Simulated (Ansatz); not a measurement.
# GaAs2Pb, from a guessed structure to a relaxed one

This structure for GaAs2Pb is made up. Its elements were placed in a known structure type with a cell scaled to their sizes. What cell does the guess relax to, and how far off was it?

Calculated with Ansatz 0.2.0; DFT, r2SCAN, plane-wave PAW, files of the set soft_1, scalar-relativistic, no spin, cell and ions relaxed at zero pressure; PAW set soft_1.

### 1. Set-up

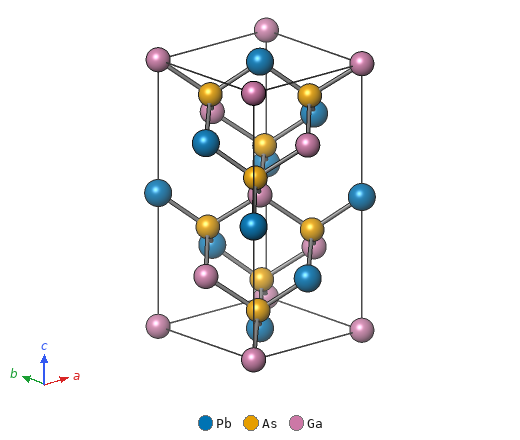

The starting structure, seen from a free direction (lead blue, arsenic orange, gallium pink). This picture shows the conventional cell, with its axes. Bonds to atoms that aren't drawn are left out. Some periodic images of atoms are drawn too.

### 2. Relaxation of the guess

The guessed cell has no reason to be at equilibrium. It is relaxed with the atoms, within the space group of the guess.

The input, input.yaml:

```yaml
crystal:
  lattice:
    - [-3.089, 3.089, 6.0015]
    - [3.089, -3.089, 6.0015]
    - [3.089, 3.089, -6.0015]
  atoms:
    - { symbol: Pb, position: [0.25, 0.75, 0.5] }
    - { symbol: Pb, position: [0.5, 0.5, 0.0] }
    - { symbol: As, position: [0.138, 0.625, 0.013] }
    - { symbol: As, position: [0.875, 0.862, 0.487] }
    - { symbol: As, position: [0.612, 0.125, 0.987] }
    - { symbol: As, position: [0.375, 0.388, 0.513] }
    - { symbol: Ga, position: [0.75, 0.25, 0.5] }
    - { symbol: Ga, position: [0.0, 0.0, 0.0] }
kpoints:
  mp_grid: { grid: [6, 6, 6] }
scf:
  occupations: { method: fermi_dirac, width: 0.05 }
hamiltonian:
  xc: r2scan
  pseudopotentials: { kind: paw, azcp: { folder: soft_1 } }
relax:
  f_tol: 0.015
  max_steps: 70
  cell: {}
output:
  forces: true
  stress: true
```

Launch:

```sh
ansatz run input.yaml --threads 4 --pin off --max-ram 10240MiB --backend cpu --events-out ev --progress --plain --runs-dir out
```

Numbers of over 12 decimals in the logs are rounded to 6 here.

Output:

```text
Engine: ansatz 0.2.0, aarch64-unknown-linux-gnu
Pseudopotentials: kind: paw
Pseudopotential: Pb, paw, valence charge 14, recommended cutoff 500 eV (meta_gga), soft_1/Pb.paw.azcp
Pseudopotential: As, paw, valence charge 15, recommended cutoff 500 eV (meta_gga), soft_1/As.paw.azcp
Pseudopotential: Ga, paw, valence charge 13, recommended cutoff 500 eV (meta_gga), soft_1/Ga.paw.azcp
Functional definition: r2SCAN
  parameter k0 = 0.174
  parameter k1 = 0.065
  parameter a1 = 4.9479
  exchange = r2scan_x(k0 = k0, k1 = k1, a1 = a1)
  correlation = r2scan_c
Crystal: 8 atoms, lattice volume = 229.063 Å³
Basis set: ecut = 500 eV, 5861 PW (Γ), exchange–correlation on 240×240×240 points (64 copies of the dense FFT grid, shifted against one another)
Bands: 69, of which v1, the nominal top of the filled ones, is band 57 counted from 1 (56 counted from 0)
Symmetry: 8 space group operations
Space group: I-42d (ITA 122), of the structure as read, at distance tolerance 6.1e-5 Å
k-points: 30 of 216 (time reversal used)
Non-local potential: Pb, projectors of the file, l = 0: 2, l = 1: 2, l = 2: 2, l = 3: 1
Non-local potential: As, projectors of the file, l = 0: 2, l = 1: 2, l = 2: 3, l = 3: 1
Non-local potential: Ga, projectors of the file, l = 0: 2, l = 1: 2, l = 2: 3, l = 3: 1
PAW form: soft (Blöchl's): semilocal exchange-correlation on the pseudo side does not see the compensation charge
PAW frozen core: Pb, regenerated for the run's functional (the file was generated under x = pbe(κ = 0.804, μ = 0.219515), c = pbe(β = 0.066725))
PAW frozen core: As, regenerated for the run's functional (the file was generated under x = pbe(κ = 0.804, μ = 0.219515), c = pbe(β = 0.066725))
PAW frozen core: Ga, regenerated for the run's functional (the file was generated under x = pbe(κ = 0.804, μ = 0.219515), c = pbe(β = 0.066725))
PAW one-centre angular grid: Pb, 590 points (default); XC on 160 Gauss nodes
PAW one-centre angular grid: As, 590 points (default); XC on 160 Gauss nodes
PAW one-centre angular grid: Ga, 590 points (default); XC on 160 Gauss nodes
Initial density: superposition of atomic densities (chi_scale 0.1, normalization cell, long waves kept (reshape's long-wave potential 0.03 eV rms))
Initial wavefunctions: pseudopotential atomic-orbital guess
Functional: x = r2scan, c = r2scan; τ floored in thin density (d = 2e-4 eV/Å³)
SCF iter   1: F=—  HF=-50885.002114 eV  |F-HF|=—  |Δ(HF+E_count)|=         —  Δρ=3.82e-2  dr2=5.97e0  dr2_τ=2.06e-2  ethr=3.10e-3  ⟨swp⟩=6.4  Hψ=8373  notcnv=0  defer=1
preconditioner: auto → LDOS  [metal: Δε(μ)=0.026 eV  Ē_g=15.063 eV  σ=0.050 eV  W_gap=0.13  n_scr=60 (ndim 8)  ℏωp=21.1 eV  f_vac=0.025  D(μ)=3.04/eV (n_scr^D=14)  β→1.0]
SCF iter   2: F=—  HF=-50883.751007 eV  |F-HF|=—  |Δ(HF+E_count)|=    1.25e0  Δρ=1.92e-2  dr2=7.12e-1  dr2_τ=1.57e-2  ethr=3.10e-3  ⟨swp⟩=4.2  Hψ=4261  notcnv=0  defer=71
SCF iter   3: F=—  HF=-50883.613561 eV  |F-HF|=—  |Δ(HF+E_count)|=   1.37e-1  Δρ=8.07e-3  dr2=1.54e-1  dr2_τ=1.06e-3  ethr=6.24e-4  ⟨swp⟩=3.4  Hψ=4452  notcnv=0  defer=71
SCF iter   4: F=—  HF=-50883.494131 eV  |F-HF|=—  |Δ(HF+E_count)|=   1.19e-1  Δρ=1.91e-3  dr2=2.07e-2  dr2_τ=1.21e-4  ethr=1.35e-4  ⟨swp⟩=3.1  Hψ=3444  notcnv=0  defer=70
SCF iter   5: F=—  HF=-50883.488075 eV  |F-HF|=—  |Δ(HF+E_count)|=   6.06e-3  Δρ=5.24e-4  dr2=7.69e-4  dr2_τ=1.05e-5  ethr=1.82e-5  ⟨swp⟩=3.0  Hψ=4494  notcnv=0  defer=70
SCF iter   6: F=—  HF=-50883.487801 eV  |F-HF|=—  |Δ(HF+E_count)|=   2.74e-4  Δρ=7.71e-5  dr2=1.53e-5  dr2_τ=3.46e-7  ethr=6.74e-7  ⟨swp⟩=2.0  Hψ=2817  notcnv=0  defer=70
SCF iter   7: F=—  HF=-50883.487764 eV  |F-HF|=—  |Δ(HF+E_count)|=   3.69e-5  Δρ=2.10e-5  dr2=1.31e-6  dr2_τ=1.94e-8  ethr=1.35e-8  ⟨swp⟩=2.0  Hψ=3791  notcnv=0  defer=70
SCF iter   8: F=-50883.487765 eV  HF=-50883.487765 eV  |F-HF|=5.80e-8  |Δ(HF+E_count)|=   7.80e-7  Δρ=5.53e-6  dr2=8.77e-8  dr2_τ=1.02e-9  ethr=8.77e-11  ⟨swp⟩=4.0  Hψ=8406  notcnv=0
SCF 1 converged in 8 iterations: F = -50883.487765 eV  dr2 = 8.77e-8
  greatest PAW one-centre occupation: 0.999 electrons in one spin orbital (limit 2), on the As atom at site 2 (counted from 0), in its partial waves of l = 2
relax step   1: F+E_penalty+E_count = -50883.48776501 eV  Δ(F+E_penalty+E_count) = +0.000e0 eV  max|allowed force component| = 2.417e0 eV/Å  Δτ_max = 0.0000 Å  P = +3.456 GPa  Ω = 229.063 Å³  (8 SCF iters, dr2 threshold 1.00e-7 eV, accepted)
Crystal: 8 atoms, lattice volume = 235.726 Å³
Basis set: ecut = 500 eV, 5971 PW (Γ), exchange–correlation on 240×240×240 points (64 copies of the dense FFT grid, shifted against one another)
Initial density: handed on by an earlier stage of this run
Initial wavefunctions: those handed on with the density
iter 1 solved again at ethr=1.17e-4 eV; its pass at ethr=3.10e-3 eV (dr2=1.34e-1 eV) is discarded
SCF iter   1: F=—  HF=-50884.542717 eV  |F-HF|=—  |Δ(HF+E_count)|=         —  Δρ=7.71e-3  dr2=1.34e-1  dr2_τ=2.55e-1  ethr=1.17e-4  ⟨swp⟩=2.6  Hψ=10372  notcnv=0
preconditioner: auto → LDOS  [metal: Δε(μ)=0.013 eV  Ē_g=14.773 eV  σ=0.050 eV  W_gap=0.06  n_scr=60 (ndim 8)  ℏωp=20.8 eV  f_vac=0.129  D(μ)=4.10/eV (n_scr^D=22)  β→1.0]
SCF iter   2: F=—  HF=-50884.982437 eV  |F-HF|=—  |Δ(HF+E_count)|=   4.40e-1  Δρ=3.25e-3  dr2=2.39e-2  dr2_τ=3.05e-4  ethr=1.17e-4  ⟨swp⟩=3.2  Hψ=3873  notcnv=0
SCF iter   3: F=—  HF=-50884.978442 eV  |F-HF|=—  |Δ(HF+E_count)|=   3.99e-3  Δρ=1.04e-3  dr2=1.89e-3  dr2_τ=2.95e-5  ethr=2.10e-5  ⟨swp⟩=2.1  Hψ=3542  notcnv=0
SCF iter   4: F=—  HF=-50884.977812 eV  |F-HF|=—  |Δ(HF+E_count)|=   6.30e-4  Δρ=5.23e-4  dr2=4.53e-4  dr2_τ=3.36e-6  ethr=1.65e-6  ⟨swp⟩=2.0  Hψ=3732  notcnv=0
SCF iter   5: F=—  HF=-50884.977475 eV  |F-HF|=—  |Δ(HF+E_count)|=   3.37e-4  Δρ=1.12e-4  dr2=3.41e-5  dr2_τ=6.41e-7  ethr=3.97e-7  ⟨swp⟩=2.0  Hψ=2887  notcnv=0
SCF iter   6: F=—  HF=-50884.977477 eV  |F-HF|=—  |Δ(HF+E_count)|=   1.62e-6  Δρ=4.19e-5  dr2=4.26e-6  dr2_τ=4.77e-8  ethr=2.99e-8  ⟨swp⟩=2.0  Hψ=3190  notcnv=0
SCF iter   7: F=-50884.977478 eV  HF=-50884.977479 eV  |F-HF|=7.83e-7  |Δ(HF+E_count)|=   2.03e-6  Δρ=1.12e-5  dr2=6.87e-7  dr2_τ=5.25e-9  ethr=7.02e-10  ⟨swp⟩=5.0  Hψ=7645  notcnv=0
SCF 2 converged in 7 iterations: F = -50884.977478 eV  dr2 = 6.87e-7
  greatest PAW one-centre occupation: 0.999 electrons in one spin orbital (limit 2), on the As atom at site 5 (counted from 0), in its partial waves of l = 2
[...]
SCF iter   2: F=—  HF=-50885.531761 eV  |F-HF|=—  |Δ(HF+E_count)|=   1.68e-1  Δρ=3.32e-3  dr2=4.00e-2  dr2_τ=4.38e-4  ethr=1.72e-4  ⟨swp⟩=3.5  Hψ=3292  notcnv=0
SCF iter   3: F=—  HF=-50885.522368 eV  |F-HF|=—  |Δ(HF+E_count)|=   9.39e-3  Δρ=1.42e-3  dr2=5.71e-3  dr2_τ=3.37e-5  ethr=3.51e-5  ⟨swp⟩=2.4  Hψ=3572  notcnv=0  defer=84
SCF iter   4: F=—  HF=-50885.521819 eV  |F-HF|=—  |Δ(HF+E_count)|=   5.49e-4  Δρ=6.54e-4  dr2=7.65e-4  dr2_τ=8.82e-6  ethr=5.01e-6  ⟨swp⟩=2.0  Hψ=2819  notcnv=0  defer=84
SCF iter   5: F=—  HF=-50885.521424 eV  |F-HF|=—  |Δ(HF+E_count)|=   3.95e-4  Δρ=3.24e-4  dr2=1.78e-4  dr2_τ=2.17e-6  ethr=6.71e-7  ⟨swp⟩=2.0  Hψ=2807  notcnv=0  defer=84
SCF iter   6: F=—  HF=-50885.521298 eV  |F-HF|=—  |Δ(HF+E_count)|=   1.26e-4  Δρ=1.13e-4  dr2=1.78e-5  dr2_τ=2.70e-7  ethr=1.56e-7  ⟨swp⟩=2.0  Hψ=2926  notcnv=0  defer=84
SCF iter   7: F=—  HF=-50885.521296 eV  |F-HF|=—  |Δ(HF+E_count)|=   2.06e-6  Δρ=2.90e-5  dr2=2.09e-6  dr2_τ=3.20e-8  ethr=1.56e-8  ⟨swp⟩=2.0  Hψ=2804  notcnv=0  defer=84
SCF iter   8: F=-50885.521295 eV  HF=-50885.521295 eV  |F-HF|=6.10e-9  |Δ(HF+E_count)|=   7.25e-7  Δρ=7.28e-6  dr2=7.13e-8  dr2_τ=1.24e-9  ethr=7.02e-10  ⟨swp⟩=5.0  Hψ=6999  notcnv=0
SCF 3 converged in 8 iterations: F = -50885.521295 eV  dr2 = 7.13e-8
  greatest PAW one-centre occupation: 0.999 electrons in one spin orbital (limit 2), on the As atom at site 4 (counted from 0), in its partial waves of l = 2
relax step   3: F+E_penalty+E_count = -50885.52129524 eV  Δ(F+E_penalty+E_count) = -5.438e-1 eV  max|allowed force component| = 8.006e-2 eV/Å  Δτ_max = 0.1949 Å  P = +1.052 GPa  Ω = 222.788 Å³  energy of the carried Pulay correction = +8.460e-4 eV  (8 SCF iters, dr2 threshold 8.00e-7 eV, accepted)
[...]
relax step   4: F+E_penalty+E_count = -50885.53810221 eV  Δ(F+E_penalty+E_count) = -1.681e-2 eV  max|allowed force component| = 3.015e-2 eV/Å  Δτ_max = 0.0056 Å  P = +0.117 GPa  Ω = 226.520 Å³  energy of the carried Pulay correction = +3.401e-4 eV  (6 SCF iters, dr2 threshold 8.00e-7 eV, accepted)
[...]
relax step   5: F+E_penalty+E_count = -50885.53883860 eV  Δ(F+E_penalty+E_count) = -7.364e-4 eV  max|allowed force component| = 8.933e-3 eV/Å  Δτ_max = 0.0053 Å  P = +0.000 GPa  Ω = 226.944 Å³  energy of the carried Pulay correction = +2.831e-4 eV  (6 SCF iters, dr2 threshold 7.06e-8 eV, accepted)
Basis set: ecut = 500 eV, 5781 PW (Γ), exchange–correlation on 216×216×216 points (64 copies of the dense FFT grid, shifted against one another)
Initial wavefunctions: pseudopotential atomic-orbital guess (no wavefunctions were taken with the density)
iter 1 solved again at ethr=4.28e-8 eV; its pass at ethr=3.10e-3 eV (dr2=4.87e-5 eV) is discarded
SCF iter   1: F=—  HF=-50885.538590 eV  |F-HF|=—  |Δ(HF+E_count)|=         —  Δρ=1.20e-5  dr2=8.63e-8  dr2_τ=1.21e-7  ethr=4.28e-8  ⟨swp⟩=3.9  Hψ=13687  notcnv=0
preconditioner: auto → LDOS  [metal: Δε(μ)=0.016 eV  Ē_g=14.925 eV  σ=0.050 eV  W_gap=0.08  n_scr=60 (ndim 8)  ℏωp=21.2 eV  f_vac=0.104  D(μ)=4.09/eV (n_scr^D=22)  β→1.0]
SCF iter   2: F=—  HF=-50885.538555 eV  |F-HF|=—  |Δ(HF+E_count)|=   3.45e-5  Δρ=1.81e-6  dr2=5.38e-9  dr2_τ=1.31e-10  ethr=7.57e-11  ⟨swp⟩=2.6  Hψ=3859  notcnv=0
SCF iter   3: F=—  HF=-50885.538555 eV  |F-HF|=—  |Δ(HF+E_count)|=   1.96e-9  Δρ=1.90e-6  dr2=5.73e-9  dr2_τ=3.59e-11  ethr=4.72e-12  ⟨swp⟩=2.0  Hψ=3799  notcnv=0
SCF iter   4: F=—  HF=-50885.538555 eV  |F-HF|=—  |Δ(HF+E_count)|=   5.37e-9  Δρ=6.07e-7  dr2=6.87e-10  dr2_τ=1.99e-12  ethr=4.72e-12  ⟨swp⟩=2.0  Hψ=2846  notcnv=0
SCF iter   5: F=—  HF=-50885.538555 eV  |F-HF|=—  |Δ(HF+E_count)|=  6.40e-10  Δρ=2.13e-7  dr2=6.79e-11  dr2_τ=4.95e-13  ethr=1.00e-12  ⟨swp⟩=3.2  Hψ=8356  notcnv=0
SCF iter   6: F=-50885.538555 eV  HF=-50885.538555 eV  |F-HF|=1.46e-11  |Δ(HF+E_count)|=  5.82e-11  Δρ=3.62e-8  dr2=2.61e-12  dr2_τ=4.17e-14  ethr=1.00e-12  ⟨swp⟩=4.0  Hψ=6454  notcnv=0
SCF 6 converged in 6 iterations: F = -50885.538555 eV  dr2 = 2.61e-12
  greatest PAW one-centre occupation: 0.999 electrons in one spin orbital (limit 2), on the As atom at site 3 (counted from 0), in its partial waves of l = 2
relax step   6: F+E_penalty+E_count = -50885.53855520 eV  Δ(F+E_penalty+E_count) = +2.834e-4 eV  max|allowed force component| = 8.950e-3 eV/Å  Δτ_max = 0.0000 Å  P = +0.000 GPa  Ω = 226.944 Å³  stress off target by 2.65e-2 GPa  SCF on the basis re-selected at this cell (its energy is not comparable with the rows above)  (6 SCF iters)
basis re-selected at this cell: Δ(F+E_penalty+E_count) = +2.834e-4 eV, ΔP = +0.000 GPa vs the last step (what re-selecting the basis moved, of the pressure what is left beyond the Pulay correction that the steps carried, after the strain that the cell walked since its last selection, with what the two solves' SCF thresholds leave and, on support functions, any second-order correction that the steps lacked; it is no measure of the basis error at this ecutwfc). The dense FFT grid was sized anew with the basis: this SCF ran on 54×54×54 points, the steps before it on 60×60×60, so part of this shift can come from that change (see relax.cell in the input reference). [rest of the remark cut]
SCF converged after 6 iterations
Free energy (F): -50885.538555 eV
Harris-Foulkes:  -50885.538555 eV  (|F-HF|=1.46e-11)
Internal energy: -50885.505897 eV  (E = F + TS)
E sigma→0 (E₀):  -50885.522226 eV
Entropy (-TS):   -0.032659 eV (-4.082 meV/atom)
Fermi energy:    7.513040 eV
--- Per-component energies (eV) ---
  E_band       = -1465.770639
  E_kinetic    = 1195.299800
  E_local      = -14921.121101  (includes V_loc(G=0)·N_el)
  E_nonlocal   = -1142.875895
  E_hartree    = 7989.742958
  E_xc         = -762.882532
  E_vxc        = -727.163447  (∫ρ·V_xc dr)
  E_paw        = -32953.577660  (= ΣΔE_a)
  E_vpaw       = -1894.078694  (= ΣTr[D̂ρ^β])
  E_aug_tail   = 0.000126  (compensation charges beyond the density's cutoff)
  E_vtau       = 44.682662  (kinetic-family band-sum trace: ∫τ·v_τ [+ j·A + Jᵃ·Aᵃ] dr)
  E_ewald      = -10284.886488
  E_core_change = -5.205104  (= ΣΔE_core)
  E_smearing   = -0.032659  (= −TS)
  E_closure    = -0.000000  (closes the sum)
  Σ components = -50885.538555   (vs F -50885.538555, Δ=0.00e0)
--- Forces (eV/Å), atoms counted from 1 ---
  atom   1  Pb    -0.00000000     0.00000000     0.00000000
  atom   2  Pb    -0.00000000    -0.00000000     0.00000000
  atom   3  As     0.00000000     0.00894969     0.00000000
  atom   4  As    -0.00894969     0.00000000     0.00000000
  atom   5  As     0.00000000    -0.00894969    -0.00000000
  atom   6  As     0.00894969    -0.00000000    -0.00000000
  atom   7  Ga    -0.00000000    -0.00000000     0.00000000
  atom   8  Ga    -0.00000000    -0.00000000     0.00000000
  max |Σ_I F_I| component: 9.93e-17 eV/Å
--- Stress (GPa, compression-positive) ---
        0.013499       0.000000       0.000000
        0.000000       0.013499      -0.000000
       -0.000000      -0.000000      -0.026537
  P = ⅓ Tr σ = 0.0002 GPa (0.002 kbar)
--- Relaxed structure (5 steps of the walk, 5 accepted, 1 SCFs on fresh bases) ---
  F+E_penalty+E_count = -50885.53855520 eV   max|allowed force component| = 8.950e-3 eV/Å   (the final SCF, on the basis selected at the relaxed cell)
  cell:  # Å, volume = 226.9441 Å³
    - [-3.093064, 3.093064, 5.930363]
    - [3.093064, -3.093064, 5.930363]
    - [3.093064, 3.093064, -5.930363]
  atoms:
    - { symbol: Pb, position: [0.250000, 0.750000, 0.500000] }
    - { symbol: Pb, position: [0.500000, 0.500000, 5.44031520670939e-19] }
    - { symbol: As, position: [0.073107, 0.625, -0.051893] }
    - { symbol: As, position: [0.875000, 0.926893, 0.551893] }
    - { symbol: As, position: [0.676893, 0.125000, 1.051893] }
    - { symbol: As, position: [0.375, 0.323107, 0.448107] }
    - { symbol: Ga, position: [0.750000, 0.250000, 0.500000] }
    - { symbol: Ga, position: [1.1056124452344903e-18, -5.615809245635499e-19, 5.440315206709403e-19] }
```

The job ended after 2.4 min (4 threads of Arm Neoverse V1, shared host; peak memory 1.6 GiB; 9.5 min of CPU time).

Step by step:

```
step  energy less that of the first step (eV)  largest force component (eV/Å)  pressure (GPa)  volume (Å³)
   1                                   0.0000                          2.4168            3.46       229.06
   2                                  -1.4897                          1.2274           -0.66       235.73
   3                                  -2.0335                          0.0801            1.05       222.79
   4                                  -2.0503                          0.0302            0.12       226.52
   5                                  -2.0511                          0.0089            0.00       226.94
  6*                                  -2.0508                          0.0089            0.00       226.94
```

Relaxation steps marked * repeat the geometry before them on a plane-wave basis chosen anew for their cell, so energy and pressure can jump there.

Forces are held to the 8 operations that the run works with; a distortion that breaks them can't arise in this run.

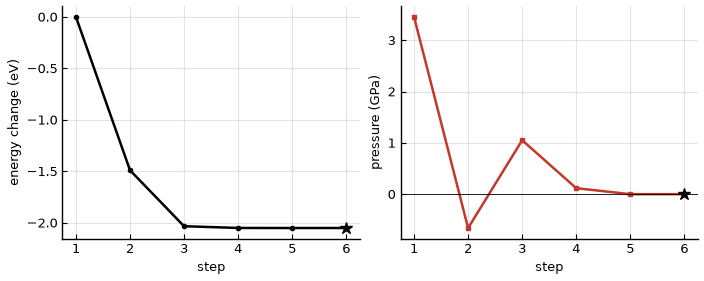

Energy and pressure along the relaxation. Stars mark steps on a basis chosen anew.

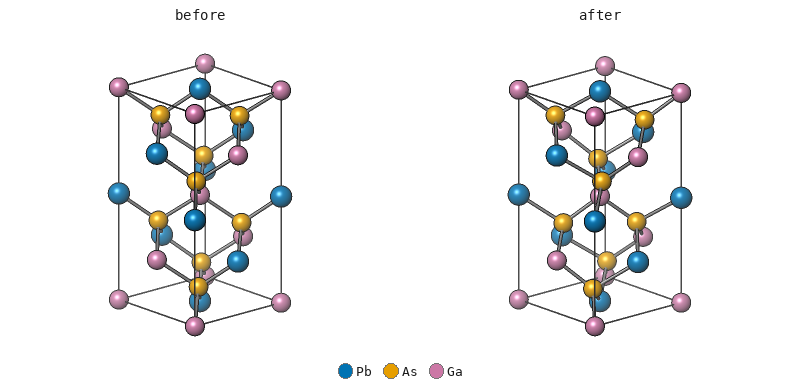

Before and after, at one scale. Bonds to atoms that aren't drawn are left out.

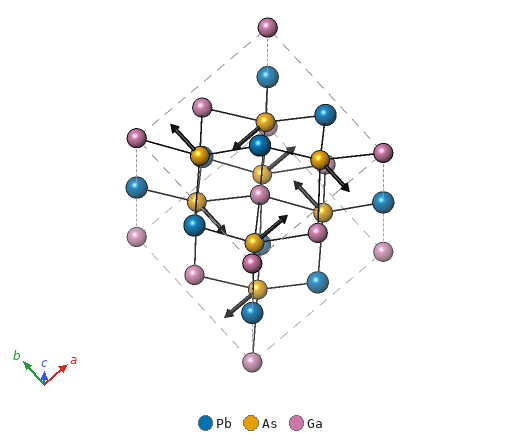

Displacements in the relaxation, exaggerated, measured against the changing cell; the longest in the cell stands for 0.40 Å. Bonds to atoms that aren't drawn are left out. Some periodic images of atoms are drawn too.

```
conventional cell, symmetrised  before   after  change
                         a (Å)   6.178   6.186  +0.1 %
                         b (Å)   6.178   6.186  +0.1 %
                         c (Å)  12.003  11.861  -1.2 %
              volume (Å³/atom)   28.63   28.37  -0.9 %
```

The atoms that moved most (Å, as changes of fractional coordinates times the final cell):

```
atom      dx      dy     dz  length
 As5   0.000   0.401  0.000   0.401
 As6  -0.401   0.000  0.000   0.401
 As3   0.000  -0.401  0.000   0.401
 As4   0.401   0.000  0.000   0.401
```

The relaxed structure:

```
Pb As Ga
1.0
    -3.09306    3.09306    5.93036
     3.09306   -3.09306    5.93036
     3.09306    3.09306   -5.93036
Pb As Ga
2 4 2
Direct
  0.25000 0.75000 0.50000
  0.50000 0.50000 0.00000
  0.07311 0.62500 0.94811
  0.87500 0.92689 0.55189
  0.67689 0.12500 0.05189
  0.37500 0.32311 0.44811
  0.75000 0.25000 0.50000
  0.00000 0.00000 0.00000
```

This step gave:

```
free energy             : -50885.5386 eV
energy at zero smearing : -50885.5222 eV
smearing term TS        : 0.03266 eV
Fermi energy            : 7.513 eV
electrons               : 114
symmetry operations     : 8
pressure                : 1.54e-4 GPa
```

Shortest distances by pair of elements, guess and relaxed (not always the same contact):

```
 pair  guess (Å)  relaxed (Å)
As–Ga      2.698        2.468
As–Pb      2.604        2.842
As–As      4.250        3.946
Ga–Pb      4.307        4.285
Ga–Ga      4.307        4.285
```

The relaxation ends with a largest force component of 0.0089 eV/Å and a pressure of 0.00 GPa.

### 3. Summary of results

- space group, relaxed: I-42d
- conventional cell: a = 6.186, b = 6.186, c = 11.861 Å; α = 90.0°, β = 90.0°, γ = 90.0°
- volume per atom: 28.37 Å³ (guess 28.63)

**Reading.** GaAs2Pb relaxes to I-42d with a = 6.186, b = 6.186 and c = 11.861 Å. The guessed volume was near the relaxed one. The space group I-42d was held in the relaxation, so the end point is a stationary structure within it and may be a saddle against distortions or other arrangements. Mesh and cutoff weren't tested. Spin-orbit coupling is left out, which can matter for elements this heavy. No dispersion term is used, so weakly bound directions may come out too long. Nothing here tests whether the compound is stable against decomposition.

[Logs are printed without paths, hosts, clocks, repeated set-up lines and the standing remarks that a program may print on its own settings, such as how far it seeks lower states.]

[Hosts, paths, dates, database ids (printed as entryN), source tags and the programs' standing remarks are cut or masked in the printed files.]
